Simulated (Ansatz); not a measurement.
# SnH2O2 (SMILES [OH][Sn][OH]): RPA@PBE/def2-SVP (core potential)

What is the electronic atomisation energy of SnH2O2 at RPA@PBE/def2-SVP (core potential)? 

The results are computed with Ansatz 0.2.0.

45 further runs of the same task are left out: 45 set aside as unsound or not needed.

## 1. The structure to begin with

The species is SnH2O2 (5 atoms), meant as a singlet with charge 0. As SMILES, `[OH][Sn][OH]`. The coordinates come from a PBE0-D4/def2-TZVP relaxation. This is one conformer, not always the lowest.

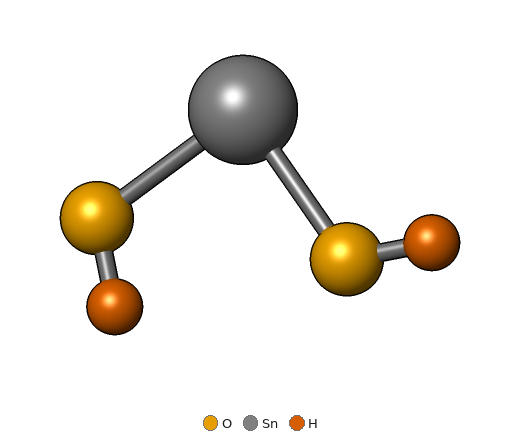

The structure, seen from a chosen angle (oxygen amber, tin grey, hydrogen orange).

## 2. The energy at RPA@PBE/def2-SVP (core potential)

File molecule.yaml:

```yaml
crystal:
  periodic: [false, false, false]
  atoms:
    - {symbol: O, position_ang: [-0.984300, 0.177800, -0.613800]}
    - {symbol: Sn, position_ang: [-0.153700, -0.943900, 0.800900]}
    - {symbol: O, position_ang: [1.561800, 0.002900, 0.636100]}
    - {symbol: H, position_ang: [-1.901200, -0.005600, -0.831400]}
    - {symbol: H, position_ang: [1.527200, 0.695100, -0.033300]}
basis:
  gaussian:
    orbitals: def2-SVP
magnetization:
  spin_polarized: false
hamiltonian:
  xc: {name: PBE}
correlation:
  method: rpa
  frozen_orbitals: {H: 0, O: 1, Sn: 4}
accuracy: high
```

Launch:

```
$ ansatz run molecule.yaml --threads 1 --pin off --max-ram 3480MiB --events-out events.jsonl --progress --plain --runs-dir runs
```

Log:

```text
Warning: RAYON_NUM_THREADS=1 ignored (pool sized by the plan → 1); use --threads N
Functional definition: PBE
  name "PBE"
  parameter kappa = 0.804
  parameter beta = 0.06672455060314922
  exchange = pbe_x(kappa = kappa, mu = beta*pi^2/3)
  correlation = pbe_c(beta = beta)
1456 factors; integrals over basis functions are off by at most 3.2e-9 eV
mean field evaluation 1: about -9938.3460 eV, gradient 8.4e1 eV
mean field evaluation 2: about -9938.3395 eV, gradient 8.4e1 eV
mean field evaluation 4: about -9950.0951 eV, gradient 2.1e1 eV
mean field evaluation 8: about -9951.5914 eV, gradient 5.4e-1 eV
mean field evaluation 16: about -9951.5879 eV, gradient 1.3e-4 eV
mean field evaluation 32: about -9910.2545 eV, gradient 3.0e1 eV
mean field -9951.58790562 eV, -365.7141101031 hartree, gradient 3.4e-8 eV, S^2 0.000000; 0 other end points of the search recorded, 0 dependent functions left out
6 core orbitals not correlated: weight in the atoms' cores, before any rotation towards them, 1.000 or more for the frozen orbitals, at most 0.000 for the correlated occupied ones
reference -9907.82183625 eV, -364.1057367195 hartree; 14, 14 occupied and 44, 44 virtual orbitals, 1456 factors
Total energy: -9927.78370691 eV, -364.8393219354 hartree
```

It took 8.7 s on 1 thread of Arm Neoverse V1, shared host; peak memory 0.23 GiB.

## 3. The H atom at the same level

File molecule.yaml:

```yaml
crystal:
  periodic: [false, false, false]
  atoms:
    - {symbol: H, position_ang: [0.000000, 0.000000, 0.000000]}
basis:
  gaussian: {orbitals: def2-SVP}
hamiltonian: {xc: {name: PBE}}
magnetization: {spin_polarized: true, initial_magnetization: 1}
total_charge: 0
correlation: {method: rpa, frozen_orbitals: {H: 0}}
accuracy: high
```

Launch:

```
$ ansatz run molecule.yaml --threads 1 --pin off --max-ram 3480MiB --events-out events.jsonl --progress --plain --runs-dir runs
```

Log, cut to the lines that bear on the results:

```text
Warning: RAYON_NUM_THREADS=1 ignored (pool sized by the plan → 1); use --threads N
[... 6 set-up lines as earlier in the session ...]
15 factors; integrals over basis functions are off by at most 8.9e-10 eV
mean field evaluation 1: about -13.5665 eV, gradient 4.0e-1 eV
mean field evaluation 2: about -13.5663 eV, gradient 4.0e-1 eV
mean field evaluation 4: about -13.5684 eV, gradient 5.7e-6 eV
mean field evaluation 8: about -13.5684 eV, gradient 2.0e-10 eV
mean field -13.56839668 eV, -0.4986293811 hartree, gradient 1.3e-10 eV, S^2 0.750000; 0 other end points of the search recorded, 0 dependent functions left out
reference -13.58562489 eV, -0.4992625061 hartree; 1, 0 occupied and 4, 5 virtual orbitals, 15 factors
Total energy: -13.94065644 eV, -0.5123096750 hartree
```

It took 0.14 s on 1 thread of Arm Neoverse V1, shared host.

## 4. The O atom at the same level

File in.yaml:

```yaml
basis:
  gaussian: {orbitals: def2-SVP}
crystal:
  periodic: [false, false, false]
  atoms:
    - {symbol: O, position_ang: [0.000000, 0.000000, 0.000000]}
magnetization: {spin_polarized: true, initial_magnetization: 2}
hamiltonian: {xc: pbe}
correlation: {method: rpa, frozen_orbitals: {O: 1}}
accuracy: high
```

Launch:

```
$ ansatz run in.yaml --threads 1 --pin off --max-ram 3480MiB --events-out events.jsonl --progress --plain --runs-dir runs
```

Log, cut to the lines that bear on the results:

```text
Warning: RAYON_NUM_THREADS=1 ignored (pool sized by the plan → 1); use --threads N
[... 2 set-up lines as earlier in the session ...]
[...]
95 factors; integrals over basis functions are off by at most 1.3e-9 eV
[...]
mean field -2038.53201052 eV, -74.9146696201 hartree, gradient 4.2e-9 eV, S^2 2.001839; 7 other end points of the search recorded, 0 dependent functions left out
1 core orbitals not correlated: weight in the atoms' cores, before any rotation towards them, 1.000 or more for the frozen orbitals, at most 0.000 for the correlated occupied ones
reference -2033.19355782 eV, -74.7184851019 hartree; 4, 2 occupied and 9, 11 virtual orbitals, 95 factors
Total energy: -2038.40830546 eV, -74.9101235430 hartree
```

Wall time 1 s (1 thread of Arm Neoverse V1, shared host).

## 5. The Sn atom, same level

File in.yaml:

```yaml
crystal:
  periodic: [false, false, false]
  atoms:
    - {symbol: Sn, position_ang: [0.000000, 0.000000, 0.000000]}
basis:
  gaussian: {orbitals: def2-SVP}
magnetization: {spin_polarized: true, initial_magnetization: 2}
hamiltonian: {xc: pbe}
correlation: {method: rpa, frozen_orbitals: {Sn: 4}}
accuracy: high
```

Launch:

```
$ ansatz run in.yaml --threads 1 --pin off --max-ram 3480MiB --events-out events.jsonl --progress --plain --runs-dir runs
```

Log, cut to the lines that bear on the results:

```text
Warning: RAYON_NUM_THREADS=1 ignored (pool sized by the plan → 1); use --threads N
[... 2 set-up lines as earlier in the session ...]
[...]
223 factors; integrals over basis functions are off by at most 2.0e-9 eV
[...]
mean field -5829.87634721 eV, -214.2440041278 hartree, gradient 5.6e-8 eV, S^2 2.001725; 5 other end points of the search recorded, 0 dependent functions left out
4 core orbitals not correlated: weight in the atoms' cores, before any rotation towards them, 1.000 or more for the frozen orbitals, at most 0.000 for the correlated occupied ones
reference -5804.92081763 eV, -213.3269053314 hartree; 8, 6 occupied and 14, 16 virtual orbitals, 223 factors
Total energy: -5808.26315639 eV, -213.4497340150 hartree
```

It took 3.3 s on 1 thread of Arm Neoverse V1, shared host; peak memory 0.1 GiB.

## 6. Summary of results

Level: RPA@PBE/def2-SVP (core potential), 6 core orbitals frozen.

| quantity | value |
| --- | --- |
| molecule: total energy | -364.83932 Eh |
| molecule: RPA correlation energy (valence) | -733.6 mEh |
| H atom: total energy | -0.51231 Eh |
| H atom: RPA correlation energy | -13.0 mEh |
| H atom: ⟨S²⟩ of the reference determinant | 0.750 |
| O atom: total energy | -74.91012 Eh |
| O atom: RPA correlation energy (valence) | -191.6 mEh |
| O atom: ⟨S²⟩ of the reference determinant | 2.002 |
| Sn atom: total energy | -213.44973 Eh |
| Sn atom: RPA correlation energy (valence) | -122.8 mEh |
| Sn atom: ⟨S²⟩ of the reference determinant | 2.002 |
| electronic atomisation energy | 14.823 eV |

Taking the molecule apart into free atoms costs 14.82 eV (342 kcal/mol), before zero-point energy and without spin-orbit coupling.
